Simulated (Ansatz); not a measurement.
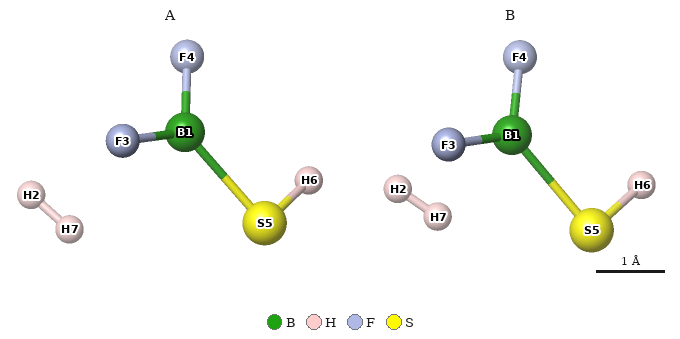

Two geometries of BH3SF2, drawn at one scale. One is the start of a relaxation, the other its converged end. A ball-and-stick model, seen from a free direction.

All numbers below come from RKS PBE0/def2-SVP in Ansatz. Settings: no spin polarisation; force threshold 0.03 eV/Å; at most 50 steps.

Q: Which of the two is the end point?

A: Structure A is the relaxed one. The run prepares an end point of a later path (reaction) calculation, from a guessed geometry. The largest move after the best rigid fit is that of H2, 0.55 Å. By element the largest moves are H 0.55 Å, S 0.28 Å, F 0.27 Å, B 0.24 Å. Among the contacts that change: B1–S5 1.857 → 1.804 Å, H2–H7 0.719 → 0.761 Å. After 6 geometry steps the energy has fallen by 0.187 eV. The largest force component goes from 1.8 to 0.018 eV/Å.

Limits of the set-up: the start holds two separate molecules, 2.3 Å apart at their closest, whose relative position is a soft coordinate and is computed without a dispersion correction.
